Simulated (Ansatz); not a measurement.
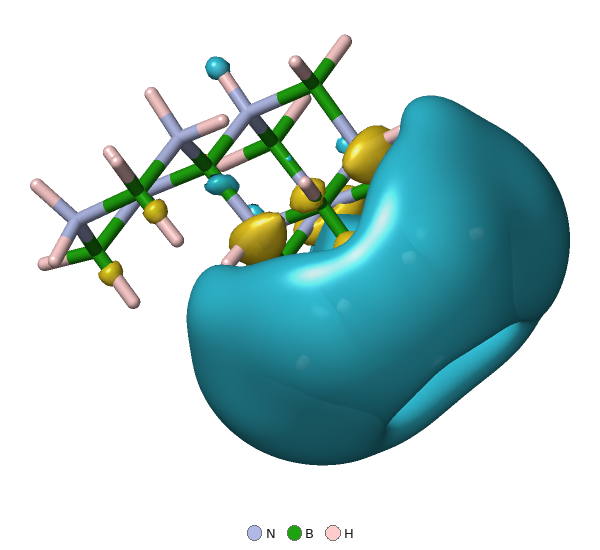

The picture shows: B₉H₂₈N₁₀ (charge +1). The LUMO at ±0.05 Å⁻³ᐟ² (yellow and cyan are the two phases), seen at a tilt.

Geometry: r2SCAN-D4/def2-SVP.

All numbers below come from RKS PBE0-D4/def2-TZVP (Ansatz).

```xyz
47

N    -2.1964   -0.4302   -1.6214
N    -0.4462   -0.4450   -3.4197
N    -0.4266   -2.1963   -1.6225
N    -0.3543   -0.3552    0.1678
N     1.3903   -0.3728   -1.6257
N    -0.4524   -0.4558    3.8535
N     1.3726   -0.3934    2.0641
N    -0.3768    1.3905   -1.6246
N     1.4040    1.4068    0.1917
N    -0.3950    1.3704    2.0652
B    -1.3755   -1.3768   -2.5686
B    -1.2990    0.5492   -0.7111
B    -1.3650    0.5346    3.0217
B     0.5306    0.5334   -2.5570
B     0.5515   -1.2973   -0.7123
B     0.5369    0.5374    1.1167
B     2.3737    0.5256   -0.7131
B     0.5395   -1.3658    3.0205
B     0.5201    2.3752   -0.7119
H    -2.8501    0.1406   -2.1670
H    -2.8225   -0.9751   -1.0191
H    -1.0030    0.1292   -4.0609
H     0.1288   -1.0003   -4.0615
H    -0.9697   -2.8239   -1.0202
H     0.1453   -2.8484   -2.1689
H    -0.9164   -0.9189    0.8200
H     2.0532   -0.9196   -2.1812
H    -1.0842   -1.0893    4.3514
H     0.0370    0.0341    4.6094
H     1.9823   -0.9712    1.4723
H     2.0381    0.1620    2.6121
H    -0.9253    2.0526   -2.1793
H     2.0217    2.0256    0.7245
H    -0.9745    1.9792    1.4742
H     0.1593    2.0368    2.6133
H    -2.0871   -2.0895   -3.2477
H    -2.0674    1.2220   -0.0509
H    -2.1102   -0.1356    2.3177
H    -1.9647    1.2981    3.7541
H     1.1833    1.1880   -3.3402
H     1.2264   -2.0647   -0.0530
H     3.0479   -0.2357   -0.0238
H     3.0595    1.2354   -1.4183
H    -0.1296   -2.1120    2.3165
H     1.3047   -1.9643    3.7519
H    -0.2422    3.0474   -0.0217
H     1.2280    3.0631   -1.4171
```

> Where does this orbital lie, and at what energy?

Its weight (Hirshfeld) is mainly on H21 (about 10 %), H24 (about 10 %), H25 (about 10 %), H20 (about 10 %), B11 (about 5 %), H23 (about 5 %) and H22 (about 5 %). Its energy is −3.60 eV.
